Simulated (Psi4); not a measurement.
**AlCl (aluminium monochloride): B2PLYP/aug-cc-pVQZ (density fitting, density fitting for correlation, sweep point 3)**

What is the vertical ionisation energy of AlCl (aluminium monochloride) at B2PLYP/aug-cc-pVQZ (density fitting, density fitting for correlation, sweep point 3)? 

The results are computed with Psi4 1.11.

## (1) The molecule

AlCl: 2 atoms, total charge 0, spin state singlet. SMILES: `[Al][Cl]`. The bond length is the measured one.

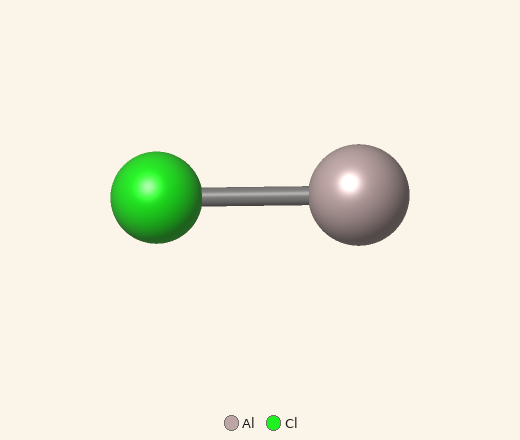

Viewed from a chosen angle; aluminium light grey, chlorine green.

## (2) The energy at B2PLYP/aug-cc-pVQZ (density fitting, density fitting for correlation, sweep point 3)

alcl.inp

```
memory 1.6 GB

molecule m {
  0 1
  Al     0.00000000     0.00000000     0.00000000
  Cl     0.00000000     0.00000000     4.02533018
  units au
  symmetry c1
}

set {
  puream true
  scf_type df
  dft_radial_points 99
  dft_spherical_points 590
  num_frozen_docc 10
}

e = energy("b2plyp/aug-cc-pVQZ")
```

Started as:

```sh
$ psi4 alcl.inp alcl.out -n 1
```

alcl.out:

```text
[...]
  Running in c1 symmetry.
[...]
  Nuclear repulsion =   54.902328533953948
[...]
  Multiplicity = 1
[...]
  Nalpha       = 15
  Nbeta        = 15
[...]
    Number of basis functions: 168
[...]
   @DF-RKS iter   1:  -702.36481266108581   -4.20876e-01   1.62686e-03 DIIS/ADIIS
[...]
   @DF-RKS iter   6:  -702.39648764836534   -6.90026e-07   7.71721e-07 DIIS
[...]
    Orbital Energies [Eh]
    ---------------------
    Doubly Occupied:
       1A   -102.907287     2A    -57.100922     3A     -9.897120
       4A     -7.534330     5A     -7.533305     6A     -7.533305
       7A     -4.481905     8A     -2.934244     9A     -2.934244
      10A     -2.932082    11A     -0.914131    12A     -0.465167
      13A     -0.384457    14A     -0.384457    15A     -0.284259
[...]
  @DF-RKS Final Energy:  -702.39648764836534
   => Energetics <=
    Nuclear Repulsion Energy =             54.9023285339539484
    One-Electron Energy =               -1082.1941972469107895
    Two-Electron Energy =                 347.2501349785527509
    DFT Exchange-Correlation Energy =     -22.3547539139613143
    Empirical Dispersion Energy =           0.0000000000000000
    VV10 Nonlocal Energy =                  0.0000000000000000
    Total Energy =                       -702.3964876483653370
[...]
 Multipole Moments:
 ------------------------------------------------------------------------------------
     Multipole            Electronic (a.u.)      Nuclear  (a.u.)        Total (a.u.)
 ------------------------------------------------------------------------------------
 L = 1.  Multiply by 2.5417464519 to convert [e a0] to [Debye]
 Dipole X            :          0.0000000            0.0000000            0.0000000
 Dipole Y            :          0.0000000            0.0000000            0.0000000
 Dipole Z            :         -0.8917189            0.2658241           -0.6258948
 Magnitude           :                                                    0.6258948
[...]
```

Wall time 6.6 s (1 thread of Intel Xeon 6975P-C (Granite Rapids), shared host); peak memory 0.88 GiB.

## (3) The doublet cation

alcl.inp

```
memory 1600 MB

molecule geom {
  1 2
  Al     0.00000000     0.00000000     0.00000000
  Cl     0.00000000     0.00000000     4.02533018
  units bohr
  symmetry c1
}

set {
  reference uks
  puream true
  scf_type df
  dft_radial_points 99
  dft_spherical_points 590
  num_frozen_docc 10
  maxiter 150
}

energy_value, wavefunction = energy("b2plyp/aug-cc-pVQZ", return_wfn=True)
print_variables()
```

Started as:

```sh
$ psi4 -n 1 alcl.inp alcl.out
```

alcl.out:

```text
[...]
  Running in c1 symmetry.
[...]
  Nuclear repulsion =   54.902328533953948
[...]
  Multiplicity = 2
[...]
  Nalpha       = 15
  Nbeta        = 14
[...]
    Number of basis functions: 168
[...]
   @DF-UKS iter   1:  -702.02220302048988   -7.82664e-02   1.55487e-03 DIIS/ADIIS
[...]
   @DF-UKS iter   8:  -702.06692422259005   -5.21630e-07   4.64881e-07 DIIS
[...]
   @S^2 Observed:                7.558066103E-01
[...]
    Orbital Energies [Eh]
    ---------------------
    Alpha Occupied:
       1A   -103.159394     2A    -57.435373     3A    -10.145360
       4A     -7.787577     5A     -7.780105     6A     -7.780105
       7A     -4.811293     8A     -3.262992     9A     -3.262992
      10A     -3.261719    11A     -1.154538    12A     -0.719120
      13A     -0.610772    14A     -0.610772    15A     -0.581476
    Alpha Virtual:
      16A     -0.267487    17A     -0.267487    18A     -0.173134
      19A     -0.119415    20A     -0.084455    21A     -0.084455
      22A     -0.083074    23A     -0.083074    24A     -0.073485
      25A     -0.060411    26A     -0.060411    27A     -0.055904
[...]
  @DF-UKS Final Energy:  -702.06692422259005
   => Energetics <=
    Nuclear Repulsion Energy =             54.9023285339539484
    One-Electron Energy =               -1074.0356753295209273
    Two-Electron Energy =                 339.2948571798914941
    DFT Exchange-Correlation Energy =     -22.2284346069145364
    Empirical Dispersion Energy =           0.0000000000000000
    VV10 Nonlocal Energy =                  0.0000000000000000
    Total Energy =                       -702.0669242225899325
[...]
 Multipole Moments:
 ------------------------------------------------------------------------------------
     Multipole            Electronic (a.u.)      Nuclear  (a.u.)        Total (a.u.)
 ------------------------------------------------------------------------------------
 L = 1.  Multiply by 2.5417464519 to convert [e a0] to [Debye]
 Dipole X            :          0.0000000            0.0000000            0.0000000
 Dipole Y            :          0.0000000            0.0000000            0.0000000
 Dipole Z            :         -2.7593687            0.2658241           -2.4935446
 Magnitude           :                                                    2.4935446
[...]
```

It took 9.6 s on 1 thread of Intel Xeon 6975P-C (Granite Rapids), shared host; peak memory 0.88 GiB.

## (4) Summary of results

At B2PLYP/aug-cc-pVQZ (density fitting, density fitting for correlation, sweep point 3), 10 core orbitals frozen:

| quantity | value |
| --- | --- |
| singlet AlCl: total energy | -702.48452 Eh |
| singlet AlCl: HOMO energy (SCF part's orbitals) | -7.74 eV |
| singlet AlCl: LUMO energy (SCF part's orbitals) | -0.72 eV |
| singlet AlCl: HOMO–LUMO gap (SCF part's orbitals) | 7.02 eV |
| doublet cation: total energy | -702.14545 Eh |
| doublet cation: HOMO energy (SCF part's orbitals) (highest over α and β) | -15.82 eV |
| doublet cation: LUMO energy (SCF part's orbitals) (lowest over α and β) | -10.22 eV |
| doublet cation: ⟨S²⟩ | 0.756 |
| vertical ionisation energy (to the doublet cation) | 9.227 eV |

In words: The vertical ionisation energy comes to 9.23 eV (213 kcal/mol). The negative HOMO energy of the first species, 7.74 eV, lies 1.49 eV below that difference.
